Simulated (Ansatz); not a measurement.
# MgAl4 (built on the sites of a database entry of SrGa4): from the cell to its phonons

Task: relax MgAl4 (built on the sites of a database entry of SrGa4), then find its harmonic phonons.

Method: DFT PBE+D4, scalar-relativistic, plane waves, PAW, in Ansatz 0.2.0.

The structure was built from a prototype and need not be the compound's stable phase.

**1. Set-up**

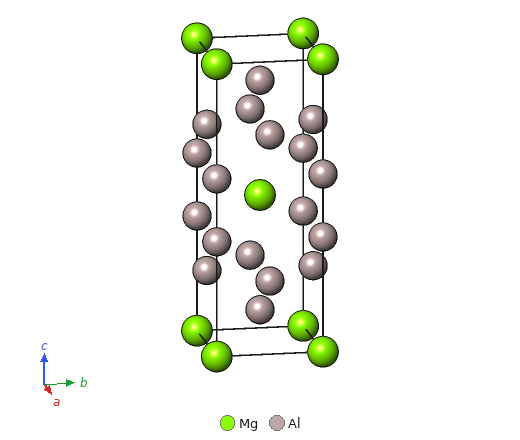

The starting structure, seen slightly off an axis (magnesium green, aluminium light grey). This picture shows the conventional cell, with its axes. Some periodic images of atoms are drawn too.

**2. Bringing the structure to rest**

Harmonic phonons are second derivatives at a point where the forces vanish, and they are wanted at zero stress, so atoms and cell are relaxed first.

input.yaml reads:

```yaml
crystal:
  lattice:
    - [-2.0553534756, 2.0553534756, 5.736961664]
    - [2.0553534756, -2.0553534756, 5.736961664]
    - [2.0553534756, 2.0553534756, -5.736961664]
  atoms:
    - { symbol: Mg, position: [0.0, 0.0, 0.0] }
    - { symbol: Al, position: [0.3924001457, 0.3924001457, 0.0] }
    - { symbol: Al, position: [0.6075998543, 0.6075998543, 0.0] }
    - { symbol: Al, position: [0.75, 0.25, 0.5] }
    - { symbol: Al, position: [0.25, 0.75, 0.5] }
kpoints:
  mp_grid: { grid: [12, 12, 12] }
hamiltonian:
  xc: pbe
  dispersion: d4
scf:
  occupations: { method: gaussian, width: 0.1 }
output:
  forces: true
  stress: true
  eigenvalues: true
relax:
  adjacent_minimum: "off"
  f_tol: 0.005
  max_steps: 80
  cell: { stress_tol: 0.05 }
```

Started as:

```console
$ ansatz run input.yaml --threads 8 --pin off --max-ram 14336MiB --backend cpu --events-out ev --progress --plain --runs-dir out
```

Numbers of over 12 decimals in the logs are rounded to 6 here.

The program printed:

```text
basis.fft_grid_basis auto: the FFT boxes are laid along the combinations [[1, 0, 1], [0, 1, 1], [0, 0, 1]] of the cell's own vectors, 4.111, 4.111 and 6.431 Å long. The dense box has 30×30×45 points. Along the cell's own vectors, as sized, it would have 45×45×45, 2.25 times as many. Of the 16 symmetry operations that the crystal satisfies within crystal.symmetry.tolerance (time reversal apart; of a slab, those that k [...]
Engine: ansatz 0.2.0, x86_64-unknown-linux-gnu
Pseudopotentials: kind: paw
Pseudopotential: Mg, paw, valence charge 10, recommended cutoff 420 eV (normal), Mg.paw.azcp
Pseudopotential: Al, paw, valence charge 3, recommended cutoff 420 eV (normal), Al.paw.azcp
Functional definition: PBE
  parameter kappa = 0.804
  parameter beta = 0.066725
  exchange = pbe_x(kappa = kappa, mu = beta*pi^2/3)
  correlation = pbe_c(beta = beta)
Crystal: 5 atoms, lattice volume = 96.943 Å³
Basis set: ecut = 420 eV, 1895 PW (Γ), FFT grids on a1+a3, a2+a3, a3, exchange–correlation on 60×60×90 points (8 copies of the dense FFT grid, shifted against one another)
Bands: 16, of which v1, the nominal top of the filled ones, is band 11 counted from 1 (10 counted from 0)
Symmetry: 16 space group operations
Space group: I4/mmm (ITA 139), of the structure as read, at distance tolerance 4.6e-5 Å
k-points: 163 of 1728
Non-local potential: Mg, projectors of the file, l = 0: 3, l = 1: 2, l = 2: 1
Non-local potential: Al, projectors of the file, l = 0: 2, l = 1: 2, l = 2: 1
PAW form: soft (Blöchl's): semilocal exchange-correlation on the pseudo side does not see the compensation charge
PAW one-centre angular grid: Mg, 110 points (default); XC on 64 Gauss nodes
PAW one-centre angular grid: Al, 110 points (default); XC on 64 Gauss nodes
Initial density: superposition of atomic densities (neutral atoms: chi_scale 0, normalization atom), corrected by the library's trained network
Initial wavefunctions: pseudopotential atomic-orbital guess
Functional: x = pbe(κ = 0.804, μ = 0.219515), c = pbe(β = 0.066725)
SCF iter   1: F=—  HF=-4074.621053 eV  |F-HF|=—  |Δ(HF+E_count)|=         —  Δρ=1.48e-3  dr2=7.45e-3  ethr=1.77e-3  ⟨swp⟩=6.2  Hψ=15664  notcnv=0
preconditioner: auto → Kerker (q_TF=auto, 2.131 Å⁻¹)  [metal: Δε(μ)=0.022 eV  Ē_g=6.213 eV  σ=0.100 eV  W_gap=0.13  n_scr=10 (ndim 8)  ℏωp=14.1 eV  f_vac=0.000  D(μ)=1.91/eV (n_scr^D=10)]
SCF iter   2: F=—  HF=-4074.619978 eV  |F-HF|=—  |Δ(HF+E_count)|=   1.08e-3  Δρ=9.28e-4  dr2=2.84e-3  ethr=3.39e-5  ⟨swp⟩=1.0  Hψ=3912  notcnv=0
SCF iter   3: F=—  HF=-4074.619437 eV  |F-HF|=—  |Δ(HF+E_count)|=   5.41e-4  Δρ=1.93e-4  dr2=6.10e-5  ethr=1.29e-5  ⟨swp⟩=2.1  Hψ=3101  notcnv=0  defer=1
SCF iter   4: F=—  HF=-4074.619435 eV  |F-HF|=—  |Δ(HF+E_count)|=   2.67e-6  Δρ=6.96e-5  dr2=6.36e-6  ethr=2.77e-7  ⟨swp⟩=2.1  Hψ=4194  notcnv=0  defer=1
SCF iter   5: F=—  HF=-4074.619433 eV  |F-HF|=—  |Δ(HF+E_count)|=   1.57e-6  Δρ=1.83e-5  dr2=4.37e-7  ethr=2.89e-8  ⟨swp⟩=2.5  Hψ=4142  notcnv=0  defer=1
SCF iter   6: F=-4074.619433 eV  HF=-4074.619433 eV  |F-HF|=1.52e-9  |Δ(HF+E_count)|=   9.25e-8  Δρ=2.50e-6  dr2=8.75e-9  ethr=4.55e-10  ⟨swp⟩=6.4  Hψ=11584  notcnv=0
SCF 1 converged in 6 iterations: F = -4074.619433 eV  dr2 = 8.75e-9
  greatest PAW one-centre occupation: 1.000 electrons in one spin orbital (limit 2), on the Mg atom at site 0 (counted from 0), in its partial waves of l = 0
relax step   1: F+E_penalty+E_count = -4074.61943290 eV  Δ(F+E_penalty+E_count) = +0.000e0 eV  max|allowed force component| = 4.472e-2 eV/Å  Δτ_max = 0.0000 Å  P = -0.044 GPa  Ω = 96.943 Å³  (6 SCF iters, dr2 threshold 1.00e-7 eV, accepted)
Crystal: 5 atoms, lattice volume = 96.559 Å³
Basis set: ecut = 420 eV, 1903 PW (Γ), FFT grids on a1+a3, a2+a3, a3, exchange–correlation on 60×60×90 points (8 copies of the dense FFT grid, shifted against one another)
Initial density: handed on by an earlier stage of this run
Initial wavefunctions: those handed on with the density
iter 1 solved again at ethr=3.14e-6 eV; its pass at ethr=3.10e-3 eV (dr2=6.91e-4 eV) is discarded
SCF iter   1: F=—  HF=-4074.624709 eV  |F-HF|=—  |Δ(HF+E_count)|=         —  Δρ=5.01e-4  dr2=6.72e-4  ethr=3.14e-6  ⟨swp⟩=2.0  Hψ=17299  notcnv=0
preconditioner: auto → Kerker (q_TF=auto, 2.132 Å⁻¹)  [metal: Δε(μ)=0.024 eV  Ē_g=6.227 eV  σ=0.100 eV  W_gap=0.14  n_scr=10 (ndim 8)  ℏωp=14.1 eV  f_vac=0.000  D(μ)=1.93/eV (n_scr^D=10)]
SCF iter   2: F=—  HF=-4074.624607 eV  |F-HF|=—  |Δ(HF+E_count)|=   1.02e-4  Δρ=3.13e-4  dr2=2.73e-4  ethr=3.06e-6  ⟨swp⟩=1.0  Hψ=2608  notcnv=0
SCF iter   3: F=—  HF=-4074.624567 eV  |F-HF|=—  |Δ(HF+E_count)|=   3.97e-5  Δρ=4.15e-5  dr2=3.36e-6  ethr=1.24e-6  ⟨swp⟩=2.3  Hψ=3241  notcnv=0
SCF iter   4: F=-4074.624566 eV  HF=-4074.624566 eV  |F-HF|=6.08e-8  |Δ(HF+E_count)|=   1.23e-6  Δρ=1.64e-5  dr2=1.84e-7  ethr=2.27e-9  ⟨swp⟩=6.5  Hψ=13365  notcnv=0
SCF 2 converged in 4 iterations: F = -4074.624566 eV  dr2 = 1.84e-7
relax step   2: F+E_penalty+E_count = -4074.62456602 eV  Δ(F+E_penalty+E_count) = -5.133e-3 eV  max|allowed force component| = 9.913e-3 eV/Å  Δτ_max = 0.0079 Å  P = +0.024 GPa  Ω = 96.559 Å³  energy of the carried Pulay correction = +1.013e-4 eV  (4 SCF iters, dr2 threshold 5.00e-7 eV, accepted)
Crystal: 5 atoms, lattice volume = 96.371 Å³
Basis set: ecut = 420 eV, 1887 PW (Γ), FFT grids on a1+a3, a2+a3, a3, exchange–correlation on 60×60×90 points (8 copies of the dense FFT grid, shifted against one another)
iter 1 solved again at ethr=3.55e-6 eV; its pass at ethr=3.10e-3 eV (dr2=7.81e-4 eV) is discarded
SCF iter   1: F=—  HF=-4074.626738 eV  |F-HF|=—  |Δ(HF+E_count)|=         —  Δρ=6.25e-4  dr2=7.84e-4  ethr=3.55e-6  ⟨swp⟩=2.0  Hψ=17762  notcnv=0
preconditioner: auto → Kerker (q_TF=auto, 2.133 Å⁻¹)  [metal: Δε(μ)=0.004 eV  Ē_g=6.221 eV  σ=0.100 eV  W_gap=0.02  n_scr=10 (ndim 8)  ℏωp=14.2 eV  f_vac=0.000  D(μ)=2.10/eV (n_scr^D=10)]
SCF iter   2: F=—  HF=-4074.626589 eV  |F-HF|=—  |Δ(HF+E_count)|=   1.48e-4  Δρ=3.87e-4  dr2=3.25e-4  ethr=3.55e-6  ⟨swp⟩=1.0  Hψ=2608  notcnv=0
SCF iter   3: F=—  HF=-4074.626525 eV  |F-HF|=—  |Δ(HF+E_count)|=   6.43e-5  Δρ=5.04e-5  dr2=6.39e-6  ethr=1.48e-6  ⟨swp⟩=2.1  Hψ=3364  notcnv=0
SCF iter   4: F=-4074.626523 eV  HF=-4074.626523 eV  |F-HF|=1.31e-7  |Δ(HF+E_count)|=   2.00e-6  Δρ=1.93e-5  dr2=2.26e-7  ethr=2.17e-9  ⟨swp⟩=4.1  Hψ=14000  notcnv=0
SCF 3 converged in 4 iterations: F = -4074.626523 eV  dr2 = 2.26e-7
relax step   3: F+E_penalty+E_count = -4074.62652260 eV  Δ(F+E_penalty+E_count) = -1.957e-3 eV  max|allowed force component| = 2.639e-2 eV/Å  Δτ_max = 0.0056 Å  P = -0.029 GPa  Ω = 96.371 Å³  energy of the carried Pulay correction = +1.510e-4 eV  (4 SCF iters, dr2 threshold 4.77e-7 eV, accepted)
[...]
relax step   4: F+E_penalty+E_count = -4074.62642061 eV  Δ(F+E_penalty+E_count) = +1.020e-4 eV  max|allowed force component| = 5.595e-2 eV/Å  Δτ_max = 0.0047 Å  P = +0.006 GPa  Ω = 96.270 Å³  energy of the carried Pulay correction = +1.778e-4 eV  (5 SCF iters, dr2 threshold 4.35e-8 eV, rejected (line search))
[...]
relax step   5: F+E_penalty+E_count = -4074.62658738 eV  Δ(F+E_penalty+E_count) = -6.478e-5 eV  max|allowed force component| = 1.139e-3 eV/Å  Δτ_max = 0.0015 Å  P = +0.015 GPa  Ω = 96.291 Å³  energy of the carried Pulay correction = +1.724e-4 eV  (7 SCF iters, accepted)
Initial wavefunctions: pseudopotential atomic-orbital guess (no wavefunctions were taken with the density)
iter 1 solved again at ethr=6.07e-8 eV; its pass at ethr=3.10e-3 eV (dr2=1.33e-5 eV) is discarded
SCF iter   1: F=—  HF=-4074.626453 eV  |F-HF|=—  |Δ(HF+E_count)|=         —  Δρ=2.11e-5  dr2=2.89e-8  ethr=6.07e-8  ⟨swp⟩=3.5  Hψ=22941  notcnv=0
SCF iter   2: F=—  HF=-4074.626481 eV  |F-HF|=—  |Δ(HF+E_count)|=   2.80e-5  Δρ=1.10e-5  dr2=8.41e-9  ethr=1.32e-10  ⟨swp⟩=2.0  Hψ=4210  notcnv=0
SCF iter   3: F=—  HF=-4074.626481 eV  |F-HF|=—  |Δ(HF+E_count)|=   3.20e-7  Δρ=1.25e-6  dr2=1.80e-10  ethr=3.82e-11  ⟨swp⟩=2.0  Hψ=3752  notcnv=0
SCF iter   4: F=-4074.626481 eV  HF=-4074.626481 eV  |F-HF|=1.00e-11  |Δ(HF+E_count)|=   3.23e-9  Δρ=1.96e-7  dr2=3.19e-11  ethr=1.00e-12  ⟨swp⟩=5.0  Hψ=10589  notcnv=0
SCF 6 converged in 4 iterations: F = -4074.626481 eV  dr2 = 3.19e-11
relax step   6: F+E_penalty+E_count = -4074.62648143 eV  Δ(F+E_penalty+E_count) = +1.059e-4 eV  max|allowed force component| = 1.182e-3 eV/Å  Δτ_max = 0.0000 Å  P = +0.012 GPa  Ω = 96.291 Å³  stress off target by 2.01e-2 GPa  SCF on the basis re-selected at this cell (its energy is not comparable with the rows above)  (4 SCF iters)
basis re-selected at this cell: Δ(F+E_penalty+E_count) = +1.059e-4 eV, ΔP = -0.003 GPa vs the last step (what re-selecting the basis moved, of the pressure what is left beyond the Pulay correction that the steps carried, after the strain that the cell walked since its last selection, with what the two solves' SCF thresholds leave and, on support functions, any second-order correction that the steps lacked; it is no m [...]
SCF converged after 4 iterations
Free energy (F): -4074.626481 eV
Harris-Foulkes:  -4074.626481 eV  (|F-HF|=1.00e-11)
Internal energy: -4074.616012 eV  (E = F + TS)
E sigma→0 (E₀):  -4074.621246 eV
Entropy (-TS):   -0.010470 eV (-2.094 meV/atom)
Fermi energy:    6.605985 eV
--- Per-component energies (eV) ---
  E_band       = -325.678449
  E_kinetic    = 164.722292
  E_local      = -1820.391422  (includes V_loc(G=0)·N_el)
  E_nonlocal   = 138.765172
  E_hartree    = 693.414411
  E_xc         = -186.057045
  E_vxc        = -150.721496  (∫ρ·V_xc dr)
  E_paw        = -2163.307409  (= ΣΔE_a)
  E_vpaw       = -44.881864  (= ΣTr[D̂ρ^β])
  E_aug_tail   = -0.000012  (compensation charges beyond the density's cutoff)
  E_ewald      = -900.386059
  E_disp       = -1.375939  (pairwise vdW)
  E_smearing   = -0.010470  (= −TS)
  E_closure    = 0.000000  (closes the sum)
  Σ components = -4074.626481   (vs F -4074.626481, Δ=0.00e0)
--- Forces (eV/Å), atoms counted from 1 ---
  atom   1  Mg     0.00000000     0.00000000     0.00000000
  atom   2  Al     0.00000000     0.00000000     0.00118205
  atom   3  Al     0.00000000    -0.00000000    -0.00118205
  atom   4  Al    -0.00000000    -0.00000000     0.00000000
  atom   5  Al    -0.00000000    -0.00000000     0.00000000
  max |Σ_I F_I| component: 6.94e-18 eV/Å
--- Stress (GPa, compression-positive) ---
        0.008206       0.000000       0.000000
        0.000000       0.008206       0.000000
        0.000000       0.000000       0.020053
  P = ⅓ Tr σ = 0.0122 GPa (0.122 kbar)
--- Band table (eV; the first three rows and the last of 163) ---
  k-point 0: bands = [... 7 lower, 4.9586, 4.9586, 6.4786, 6.7032, 6.7032, 6.9198, 7.9220, 8.3796, ... 1 higher]
  k-point 1: bands = [... 7 lower, 4.2298, 4.4024, 5.9301, 6.0245, 7.4154, 7.7200, 8.8973, 9.2048, ... 1 higher]
  k-point 2: bands = [... 7 lower, 3.2461, 3.6308, 4.9606, 5.0600, 8.6757, 9.0129, 9.2334, 10.4139, ... 1 higher]
  k-point 162: bands = [... 7 lower, 4.5877, 5.0477, 6.0070, 6.5887, 6.8969, 8.7232, 8.7232, 9.1879, ... 1 higher]
--- Relaxed structure (5 steps of the walk, 4 accepted, 1 SCFs on fresh bases) ---
  F+E_penalty+E_count = -4074.62648143 eV   max|allowed force component| = 1.182e-3 eV/Å   (the final SCF, on the basis selected at the relaxed cell)
  cell:  # Å, volume = 96.2906 Å³
    - [-2.030951, 2.030951, 5.836132]
    - [2.030951, -2.030951, 5.836132]
    - [2.030951, 2.030951, -5.836132]
  atoms:
    - { symbol: Mg, position: [0, 0, 0] }
    - { symbol: Al, position: [0.393712, 0.393712, 0] }
    - { symbol: Al, position: [0.606288, 0.606288, 0] }
    - { symbol: Al, position: [0.750000, 0.250000, 0.500000] }
    - { symbol: Al, position: [0.250000, 0.750000, 0.500000] }
```

It took 9.5 s on 8 threads of Intel Xeon Platinum 8375C at 2.90GHz (Ice Lake), shared host; peak memory 0.67 GiB; 66 s of CPU time.

Step by step:

| step | energy less that of the first step (eV) | largest force component (eV/Å) | pressure (GPa) | volume (Å³) |
| --- | --- | --- | --- | --- |
| 1 | 0.0000 | 0.0447 | -0.04 | 96.94 |
| 2 | -0.0051 | 0.0099 | 0.02 | 96.56 |
| 3 | -0.0071 | 0.0264 | -0.03 | 96.37 |
| 4 | -0.0070 | 0.0559 | 0.01 | 96.27 |
| 5 | -0.0072 | 0.0011 | 0.01 | 96.29 |
| 6* | -0.0070 | 0.0012 | 0.01 | 96.29 |

Relaxation steps marked * repeat the geometry before them on a plane-wave basis chosen anew for their cell, so energy and pressure can jump there. Relaxation step 4 was tried and not accepted.

Forces are held to the 16 operations that the run works with; a distortion that breaks them can't arise in this run.

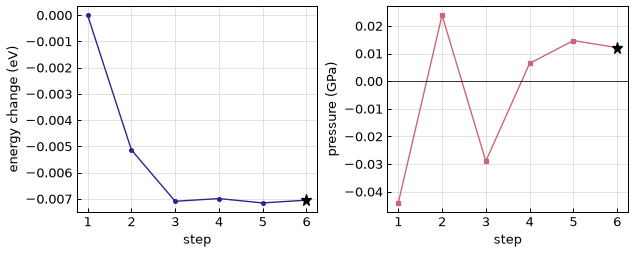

Energy and pressure along the relaxation. Stars mark steps on a basis chosen anew.

| conventional cell, symmetrised | before | after | change |
| --- | --- | --- | --- |
| a (Å) | 4.111 | 4.062 | -1.2 % |
| b (Å) | 4.111 | 4.062 | -1.2 % |
| c (Å) | 11.474 | 11.672 | +1.7 % |
| volume (Å³/atom) | 19.39 | 19.26 | -0.7 % |

The atoms that moved most (Å, as changes of fractional coordinates times the final cell):

| atom | dx | dy | dz | length |
| --- | --- | --- | --- | --- |
| Al2 | 0.000 | 0.000 | 0.015 | 0.015 |
| Al3 | 0.000 | 0.000 | -0.015 | 0.015 |

This step gave:

```yaml
pressure: 0.01216 GPa
volume_per_atom: 19.26 Å³
gap_on_the_k_mesh: 0 eV
```

In this step the volume went from 19.39 to 19.26 Å³/atom.

**3. Relaxing to small forces for the phonons**

Phonons need a cell at rest on their own settings, so the relaxation is repeated with tight tolerances on forces and stress on the k mesh and occupations of the first response run.

input.yaml reads:

```yaml
crystal:
  lattice:
    - [-2.0309512652, 2.0309512652, 5.8361322216]
    - [2.0309512652, -2.0309512652, 5.8361322216]
    - [2.0309512652, 2.0309512652, -5.8361322216]
  atoms:
    - { symbol: Mg, position: [0.0, 0.0, 0.0] }
    - { symbol: Al, position: [0.3937121415, 0.3937121415, 0.0] }
    - { symbol: Al, position: [0.6062878585, 0.6062878585, 0.0] }
    - { symbol: Al, position: [0.75, 0.25, 0.5] }
    - { symbol: Al, position: [0.25, 0.75, 0.5] }
kpoints:
  mp_grid: { grid: [12, 12, 12] }
hamiltonian:
  xc: pbe
  dispersion: d4
scf:
  occupations: { method: methfessel_paxton, width: 0.2 }
output:
  forces: true
  stress: true
  eigenvalues: true
relax:
  adjacent_minimum: "off"
  f_tol: 0.001
  max_steps: 60
  cell: { stress_tol: 0.01 }
```

The program printed:

```text
[...]
Crystal: 5 atoms, lattice volume = 96.291 Å³
Basis set: ecut = 420 eV, 1871 PW (Γ), FFT grids on a1+a3, a2+a3, a3, exchange–correlation on 60×60×90 points (8 copies of the dense FFT grid, shifted against one another)
Bands: 16, of which v1, the nominal top of the filled ones, is band 11 counted from 1 (10 counted from 0)
Symmetry: 16 space group operations
[...]
cell:  # Å, volume = 96.2982 Å³
    - [-2.031079, 2.031079, 5.835854]
    - [2.031079, -2.031079, 5.835854]
    - [2.031079, 2.031079, -5.835854]
  atoms:
    - { symbol: Mg, position: [0, 0, 0] }
    - { symbol: Al, position: [0.393726, 0.393726, 0] }
    - { symbol: Al, position: [0.606274, 0.606274, 0] }
    - { symbol: Al, position: [0.75, 0.250000, 0.5] }
    - { symbol: Al, position: [0.250000, 0.75, 0.5] }
[key lines of the parts left out:]
SCF converged after 5 iterations
Free energy (F): -4074.620970 eV
Fermi energy:    6.606438 eV
P = ⅓ Tr σ = -0.0010 GPa (-0.010 kbar)
```

The job ended after 4.8 s (8 threads; peak memory 0.67 GiB).

Little changed from the start: no atom moved by 0.005 Å and no cell edge by 0.1 %.

Numbers from this step:

```
pressure : -9.82e-4 GPa
```

The largest force component left is 0.15 meV/Å and the pressure is -0.001 GPa, within the tolerances set. The cell now holds 19.26 Å³/atom.

(Part 1 of 2 ends here.)

[Logs are printed without paths, hosts, clocks, repeated set-up lines and the standing remarks that a program may print on its own settings, such as how far it seeks lower states.]

[Hosts, paths, dates, database ids (printed as entryN), source tags and the programs' standing remarks are cut or masked in the printed files.]
